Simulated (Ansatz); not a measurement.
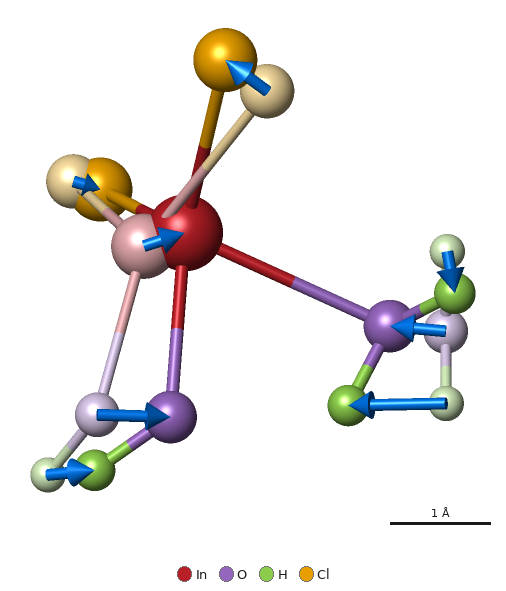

A relaxation of InH₃O₂Cl₂. The starting structure is drawn faded, the final one solid; blue arrows show the displacements, at their true length. The two geometries are superimposed by the best rigid fit.

A ball-and-stick model, seen at a tilt.

The run prepares an end point of a later path (reaction) calculation, from a guessed geometry.

These are results of Ansatz 0.2.0, RKS CAM-B3LYP-D4/def2-SVP, not measurements.

Input file:
```yaml
crystal:
  periodic: [false, false, false]
  atoms:
    - { symbol: In, position_ang: [0.113377, 0.567238, -0.482781] }
    - { symbol: O, position_ang: [0.014517, 0.001328, 2.632916] }
    - { symbol: H, position_ang: [-0.936806, -0.083551, 2.783536] }
    - { symbol: Cl, position_ang: [1.963749, -0.442926, -1.45] }
    - { symbol: O, position_ang: [-1.749614, -0.060222, -0.659617] }
    - { symbol: H, position_ang: [-1.833734, -0.902777, -1.126245] }
    - { symbol: Cl, position_ang: [0.403896, 2.662766, 0.674058] }
    - { symbol: H, position_ang: [0.158914, 0.976345, 2.599733] }
basis:
  gaussian: { orbitals: def2-SVP }
hamiltonian:
  xc: cam_b3lyp
  dispersion: d4
relax:
  f_tol: 0.03
  max_steps: 50
```

Launched with:
```bash
ansatz run input.yaml --threads 4 --pin off --max-ram 5120MiB --backend cpu --events-out ev --progress --plain --runs-dir out
```

Q: Atoms of which element are displaced furthest, and by how much?

A: Hydrogen: up to 1.03 Å, against 0.75 Å for oxygen.

Q: What did the optimiser do to the structure, and how much energy did it gain?

A: After 13 accepted moves (14 points after the start) the energy has fallen by 0.691 eV. Largest force component: 1 eV/Å at the start, 0.021 eV/Å at the end. The line search rejected the trial step at point 12 of the run. The atom that moves furthest after the best rigid fit is H3 (1.03 Å). Largest moves by element: H 1.03 Å, O 0.75 Å, Cl 0.55 Å, In 0.44 Å. Near-neighbour distances that change, for instance: In1–H3 3.492 → 2.420 Å, In1–O2 3.168 → 2.278 Å, In1–Cl7 2.411 → 2.335 Å, In1–O5 1.974 → 2.017 Å. New bonds form, among them: In1–O2 (3.17 → 2.28 Å). Bond angles that change, for instance: Cl4–In1–O5 125.3° → 119.7°, In1–O5–H6 113.7° → 118.7°, H3–O2–H8 103.7° → 107.6°. Groups turn about In1–O5 by about 45°.

Limits of the set-up: the start holds two separate molecules, 2.6 Å apart at their closest, whose relative position is a soft coordinate.
